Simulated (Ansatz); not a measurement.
# SiH₃O (doublet): one geometry, many settings at distance O1–H3 along a hydrogen transfer = 0.892 Å

What do other methods and options give for SiH₃O (doublet) at this geometry, and how long do they take?

Program: Ansatz 0.2.0, Gaussian basis. Level of theory: the settings change from run to run. These are calculated values, not measurements.

8 further runs of the same task are left out: 1 for a mislabelled method, 7 that didn't finish.

## 1. The system

The geometry derives from fragments relaxed apart (PBE0/def2-TZVP) and kept rigid, so it is no stationary point. A hydrogen atom is moved between rigid fragments.

5 atoms, charge 0, spin multiplicity 2.

Atoms are counted from 1 here; the program's logs count them from 0.

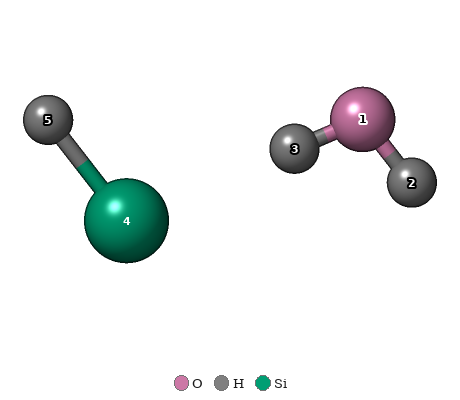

The geometry (oxygen pink, hydrogen grey, silicon teal); atoms are numbered from 1 in the order of the file.

## 2. NEVPT2(7,4)/cc-pVDZ

Input file in.yaml:

```yaml
crystal:
  periodic: [false, false, false]
  atoms:
    - {symbol: O, position_ang: [-1.930558, 0.011831, 0.000000]}
    - {symbol: H, position_ang: [-2.179867, 0.938406, 0.000000]}
    - {symbol: H, position_ang: [-1.038558, 0.011831, 0.000000]}
    - {symbol: Si, position_ang: [1.159442, 0.011831, 0.000000]}
    - {symbol: H, position_ang: [1.555877, -1.467683, 0.000000]}
basis:
  gaussian: {orbitals: cc-pVDZ}
magnetization: {spin_polarized: false, initial_magnetization: 1}
correlation: {method: sc_nevpt2, electrons: outside_noble_gas, active_space: {window: {electrons: 7, orbitals: 4}}}
```

On the command line:

```
$ ansatz run in.yaml --threads 1 --pin off --events-out ev --progress --plain --max-ram 2393MiB
```

Output:

```text
Functional definition: HF
  name "HF"
  cite "Fock, Z. Phys. 61, 126 (1930) doi:10.1007/BF01340294"
  parent pbe
  exchange = exact_x
  correlation = 0
444 factors; integrals over basis functions are off by at most 1.5e-3 eV
mean field evaluation 1: about -9941.5254 eV, gradient 3.3e1 eV
mean field evaluation 2: about -9941.5509 eV, gradient 3.3e1 eV
mean field evaluation 4: about -9944.0163 eV, gradient 1.9e0 eV
mean field evaluation 8: about -9944.0386 eV, gradient 6.9e-2 eV
mean field evaluation 16: about -9943.7559 eV, gradient 4.6e0 eV
mean field evaluation 32: about -9944.0289 eV, gradient 2.6e-2 eV
mean field evaluation 64: about -9944.0374 eV, gradient 1.0e-2 eV
mean field -9944.03864943 eV, -365.4366800550 hartree, gradient 1.9e-6 eV, S^2 0.750000; 6 other end points of the search recorded, 0 dependent functions left out
reference -9944.03864943 eV, -365.4366800550 hartree; 13, 12 occupied and 34, 35 virtual orbitals, 444 factors
state -9944.03864943 eV, -365.4366800550 hartree
state -9944.03864943 eV, -365.4366800550 hartree; corrected -9951.14453514 eV, -365.6978165385 hartree
WARN: 3 active orbitals are nearly empty or full. The corrections depend on them more than the energy does, and are more stable in an active space without them
Total energy: -9951.14453514 eV, -365.6978165385 hartree
```

Run time: 1.9 s. Hardware: 1 thread of Intel Xeon 6975P-C, shared host.

From the report: 3 determinants; active occupations 2.00, 2.00, 2.00, 1.00. The report marks this result as in doubt.

## 3. CASCI(5,3)/STO-3G

in.yaml: that of step 2 with these lines changed.

```diff
@@ -9,4 +9,5 @@
 basis:
-  gaussian: {orbitals: cc-pVDZ}
+  gaussian: {orbitals: STO-3G}
 magnetization: {spin_polarized: false, initial_magnetization: 1}
-correlation: {method: sc_nevpt2, electrons: outside_noble_gas, active_space: {window: {electrons: 7, orbitals: 4}}}
+correlation: {active_space: {window: {electrons: 5, orbitals: 3}, fixed_orbitals: true}}
+output: {forces: true}
```

The command is unchanged.

Output, cut to the lines that bear on the results:

```text
Functional definition: HF
  name "HF"
  cite "Fock, Z. Phys. 61, 126 (1930) doi:10.1007/BF01340294"
  parent pbe
[...]
196 factors; integrals over basis functions are off by at most 2.3e-5 eV
[...]
mean field -9823.50258350 eV, -361.0070613343 hartree, gradient 2.6e-6 eV, S^2 0.750000; 6 other end points of the search recorded, 0 dependent functions left out
reference -9823.50258350 eV, -361.0070613343 hartree; 13, 12 occupied and 4, 5 virtual orbitals, 196 factors
state -9823.50258350 eV, -361.0070613343 hartree
[...]
Total energy: -9823.50258350 eV, -361.0070613343 hartree
Atom 0 at    -1.930558     0.011831     0.000000 Å, force    -8.346421    -1.967319     0.000000 eV/Å
Atom 1 at    -2.179867     0.938406     0.000000 Å, force    -0.006860     1.524652    -0.000000 eV/Å
Atom 2 at    -1.038558     0.011831     0.000000 Å, force     7.736567     0.466103    -0.000000 eV/Å
Atom 3 at     1.159442     0.011831     0.000000 Å, force     0.991729    -1.499708     0.000000 eV/Å
Atom 4 at     1.555877    -1.467683     0.000000 Å, force    -0.375016     1.476272    -0.000000 eV/Å
Dipole moment:     0.366762     0.291783    -0.000000 e Å
```

It took 0.15 s on 1 thread of Intel Xeon 6975P-C, shared host.

From the report: 2 determinants; active occupations 2.00, 2.00, 1.00. With so small a space the active step adds no correlation: the energy is the mean field's.

## 4. CASSCF(9,5)/cc-pVDZ

in.yaml: that of step 3 with these lines changed.

```diff
@@ -9,5 +9,5 @@
 basis:
-  gaussian: {orbitals: STO-3G}
+  gaussian: {orbitals: cc-pVDZ}
 magnetization: {spin_polarized: false, initial_magnetization: 1}
-correlation: {active_space: {window: {electrons: 5, orbitals: 3}, fixed_orbitals: true}}
+correlation: {active_space: {window: {electrons: 9, orbitals: 5}, states: [{multiplicity: 2, weights: [0.5, 1, 1, 1]}]}}
 output: {forces: true}
```

Launched as before.

Output, cut to the lines that bear on the results:

```text
Functional definition: HF
  name "HF"
  cite "Fock, Z. Phys. 61, 126 (1930) doi:10.1007/BF01340294"
  parent pbe
[...]
840 factors; integrals over basis functions are off by at most 1.9e-7 eV
[...]
mean field -9944.03868334 eV, -365.4366813013 hartree, gradient 1.9e-6 eV, S^2 0.750000; 6 other end points of the search recorded, 0 dependent functions left out
reference -9944.03868334 eV, -365.4366813013 hartree; 13, 12 occupied and 34, 35 virtual orbitals, 840 factors
state -9942.99277784 eV, -365.3982449830 hartree
state -9938.97804028 eV, -365.2507060990 hartree
state -9937.63570726 eV, -365.2013762704 hartree
state -9935.18132645 eV, -365.1111794391 hartree
[...]
Total energy: -9938.08327512 eV, -365.2178240857 hartree
Atom 0 at    -1.930558     0.011831     0.000000 Å, force    -6.845758     1.225861    -0.000000 eV/Å
Atom 1 at    -2.179867     0.938406     0.000000 Å, force    -0.979591    -0.036121    -0.000000 eV/Å
Atom 2 at    -1.038558     0.011831     0.000000 Å, force     7.346571    -1.340376     0.000000 eV/Å
Atom 3 at     1.159442     0.011831     0.000000 Å, force     0.604981     0.150135     0.000000 eV/Å
Atom 4 at     1.555877    -1.467683     0.000000 Å, force    -0.126203     0.000501    -0.000000 eV/Å
Dipole moment:    -0.972799     0.289300    -0.000000 e Å
```

Run time: 2.9 s. Hardware: 1 thread of Intel Xeon 6975P-C, shared host.

From the report: 5 determinants; active occupations (of the averaged states) 2.00, 1.86, 1.71, 1.71, 1.71.

## 5. BCCD on UHF/6-31G

in.yaml: that of step 4 with these lines changed.

```diff
@@ -9,5 +9,4 @@
 basis:
-  gaussian: {orbitals: cc-pVDZ}
-magnetization: {spin_polarized: false, initial_magnetization: 1}
-correlation: {active_space: {window: {electrons: 9, orbitals: 5}, states: [{multiplicity: 2, weights: [0.5, 1, 1, 1]}]}}
-output: {forces: true}
+  gaussian: {orbitals: 6-31G}
+magnetization: {spin_polarized: true, initial_magnetization: 1}
+correlation: {method: bccd, electrons: all}
```

Launched as before.

Output, cut to the lines that bear on the results:

```text
Functional definition: HF
  name "HF"
  cite "Fock, Z. Phys. 61, 126 (1930) doi:10.1007/BF01340294"
  parent pbe
[...]
311 factors; integrals over basis functions are off by at most 3.4e-4 eV
[...]
mean field -9941.98017870 eV, -365.3610326508 hartree, gradient 1.1e-6 eV, S^2 0.756143; 12 other end points of the search recorded, 0 dependent functions left out
determinant -9941.98017870 eV, -365.3610326508 hartree, with singles and doubles -9946.96735390 eV, -365.5443079592 hartree
determinant -9941.95139520 eV, -365.3599748770 hartree, with singles and doubles -9946.93707328 eV, -365.5431951671 hartree
determinant -9939.68909439 eV, -365.2768368556 hartree, with singles and doubles -9944.80703229 eV, -365.4649176042 hartree
determinant -9939.66907946 eV, -365.2761013204 hartree, with singles and doubles -9944.97104285 eV, -365.4709448811 hartree
determinant -9939.65213948 eV, -365.2754787876 hartree, with singles and doubles -9944.83572517 eV, -365.4659720483 hartree
determinant -9938.58473166 eV, -365.2362522737 hartree, with singles and doubles -9943.51034197 eV, -365.4172651140 hartree
determinant -9938.53341055 eV, -365.2343662578 hartree, with singles and doubles -9943.45676482 eV, -365.4152961901 hartree
determinant -9941.98017870 eV, -365.3610326508 hartree, with singles and doubles -9946.96732410 eV, -365.5443068642 hartree
determinant -9941.95139520 eV, -365.3599748770 hartree, with singles and doubles -9946.93909834 eV, -365.5432695864 hartree
reference -9941.98017870 eV, -365.3610326508 hartree; 13, 12 occupied and 15, 16 virtual orbitals, 311 factors
second order -4.41236615 eV of doubles, -0.00000000 eV of singles
cycle   1  -4.98335150 eV  change    3.8e-3 eV  update   3.1e-3
[...]
cycle   6  -4.98269863 eV  change   -1.5e-5 eV  update   1.7e-5
Total energy: -9946.96287733 eV, -365.5441434483 hartree
```

Run time: 2.4 s. Hardware: 1 thread of Intel Xeon 6975P-C, shared host.

From the report: ⟨S²⟩ of the determinant 0.756 (pure doublet: 0.75); correlation -4.9827 eV; largest double amplitude 0.07.

## 6. The runs in one table

Where basis and cores are those of an earlier UCCSDT(Q)/cc-pVDZ run (-9952.5514 eV), and the state is the same kind, the miss against it is given. † marks a result that the program doubts.

```csv
level,correlated,functions,energy (eV),from UCCSDT(Q) (meV),time
"NEVPT2(7,4)/cc-pVDZ †",outside noble gas,47,-9951.1445,1406.9,1.9 s
"CASCI(5,3)/STO-3G",,17,-9823.5026,,0.15 s
"CASSCF(9,5)/cc-pVDZ (mean of several states)",,47,-9938.0833,,2.9 s
BCCD on UHF/6-31G,all,28,-9946.9629,,2.4 s
```

## 7. Outcome

```
quantity                                                value
    runs                                                    4
quickest                            CASCI(5,3)/STO-3G, 0.15 s
 slowest  CASSCF(9,5)/cc-pVDZ (mean of several states), 2.9 s
```

Total energies in different bases, with other cores or another treatment of relativity can't be set against each other. CASSCF(9,5)/cc-pVDZ (mean of several states) took 19 times as long as CASCI(5,3)/STO-3G; the jobs differ in more than the method.
